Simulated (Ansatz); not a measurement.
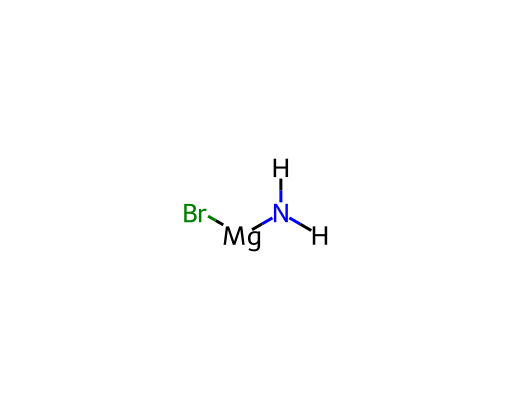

2D structure.

Question: Transcribe the drawing into SMILES.

Answer: [NH2][Mg][Br]

Question: What is the molecular formula?

Answer: BrH2MgN.

More results for the same structure follow; atom numbers are the same in all pictures, views and colours differ. The geometry was computed by an optimisation with PBE0-D4/def2-TZVP.

## Geometry

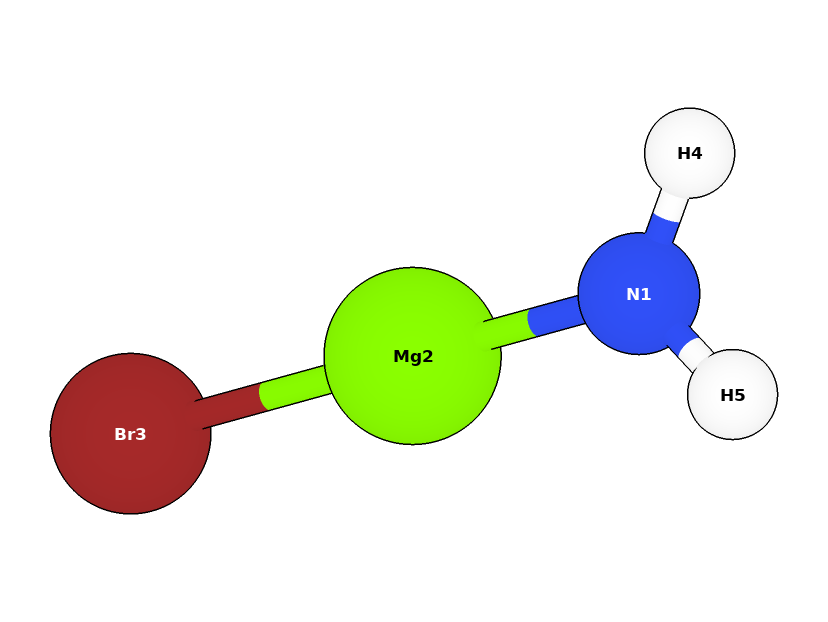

Numbered structure.

Question: What is the geometry at N1?

Answer: N1 has 3 neighbours (Mg2 at 1.87, H4 at 1.01, H5 at 1.01 Å); the arrangement is trigonal planar.

Question: How are the neighbours of atom 2 arranged?

Answer: Mg2 has 2 neighbours (N1 at 1.87, Br3 at 2.33 Å); the arrangement is linear.

## Dipole moment

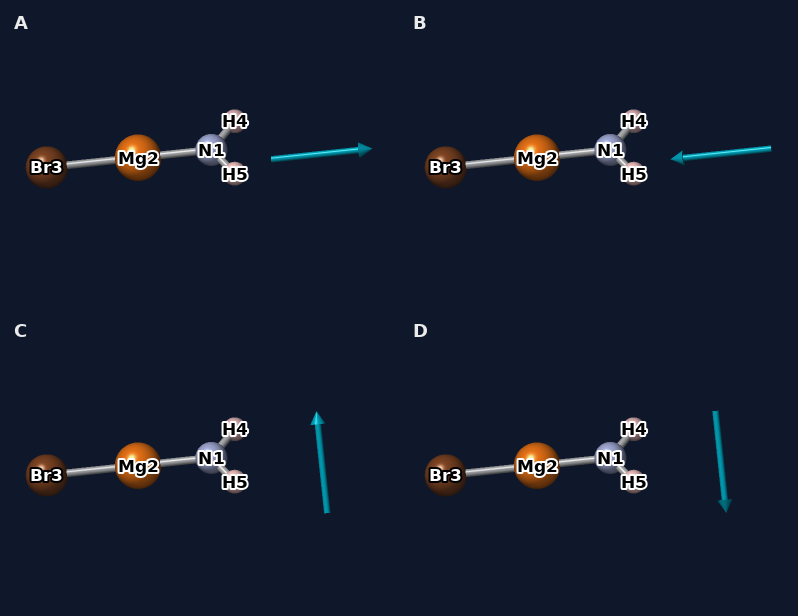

The same molecule four times, each with an arrow. Level of theory: RKS PBE0-D4/def2-TZVP (Ansatz 0.2.0).

Question: Which arrow points along the dipole moment, from the negative to the positive end?

Answer: A. The dipole moment is 2.23 D; it points from the side of Br3 to the side of H4, H5 (the outermost atoms at the two ends).

## Thermal motion

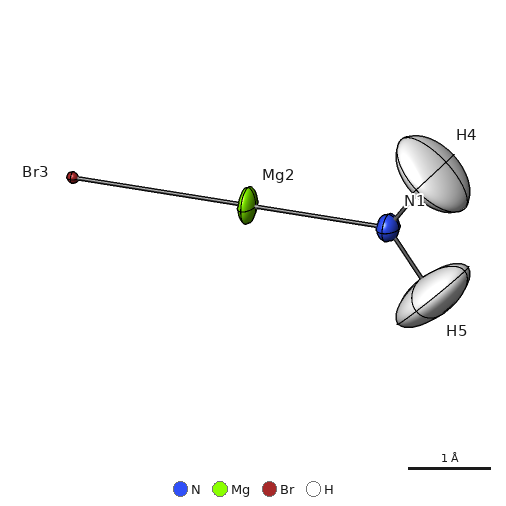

Displacement ellipsoids at the 50 % level, enlarged 2 times, from the internal vibrations of the free molecule (harmonic, no overall translation or rotation; no half-axis is drawn under 0.075 Å). Vibrations computed with RKS PBE0-D4/def2-TZVP (Ansatz 0.2.0). Temperature: 100 K.

Give the displacement parameters, one line for each set of equivalent atoms.

```csv
atom,U_eq (Å²),rms amplitudes (Å)
N1,0.0031,"0.045, 0.057, 0.064"
Mg2,0.0041,"0.034, 0.073, 0.077"
Br3,0.00015,"0.010, 0.011, 0.015"
"H4, H5",0.0239,"0.082, 0.174, 0.186"
```

## Vibrations

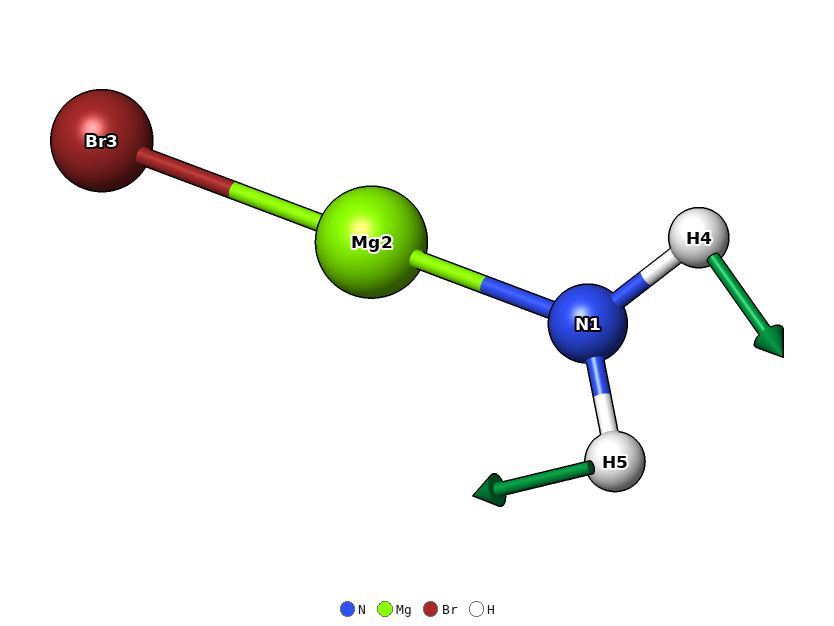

The arrows show one normal mode. Harmonic vibrations computed with RKS PBE0-D4/def2-TZVP (Ansatz 0.2.0) at a stationary point of the same level.

Question: What kind of motion is it?

Answer: Mostly H–N–Mg bending.

Question: Estimate its harmonic wavenumber.

Answer: 539 cm⁻¹; it is mode 5 of 9 counted from the lowest.

## Charges

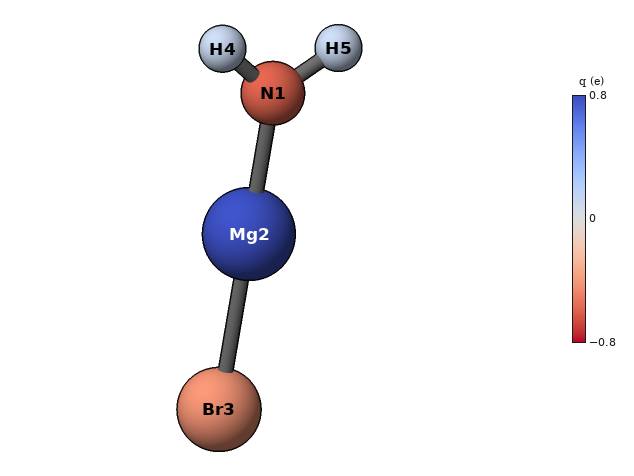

Atoms are coloured by their Mulliken charges. Level of theory: RKS ωB97M-V/def2-TZVPP (Ansatz 0.2.0).

List the Mulliken charges.

```
atom  value (e)
  N1      −0.59
 Mg2       0.78
 Br3      −0.42
  H4       0.12
  H5       0.12
```

Mulliken values depend strongly on the basis set and can even reverse the polarity of a bond.
